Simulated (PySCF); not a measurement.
SMILES [O]c1ccc(C)cc1, doublet at its GFN2-xTB optimised geometry (Å):

```
15

C     -1.4454    -2.0537    -0.0120
C     -0.6979    -0.7665     0.0022
C      0.7082    -0.7675     0.0009
C      1.4195     0.3947     0.0000
C      0.7593     1.6877     0.0000
O      1.3903     2.7516    -0.0001
C     -0.6913     1.6470    -0.0001
C     -1.3718     0.4647     0.0007
H     -1.0232    -2.7516     0.7098
H     -1.3632    -2.5181    -0.9964
H     -2.4991    -1.9030     0.2081
H      1.2241    -1.7183     0.0014
H      2.4991     0.3947     0.0000
H     -1.2091     2.5943     0.0000
H     -2.4535     0.4650     0.0011
```

Computed with unrestricted PBE0/def2-TZVP (PySCF). Cells within 0.4 Å of a nucleus heavier than hydrogen are left out (blank, or x).

Map of the HOMO−1 amplitude (α) (bohr^(-3/2)), clipped to [-0.25, 0.25] on the plane z = 0.0 Å; orbital energy -7.43 eV, overall sign arbitrary:

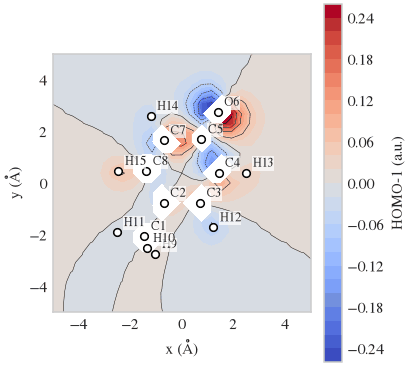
Figure: HOMO−1 amplitude (α) (bohr^(-3/2)), clipped to [-0.25, 0.25] on the plane z = 0.0 Å.
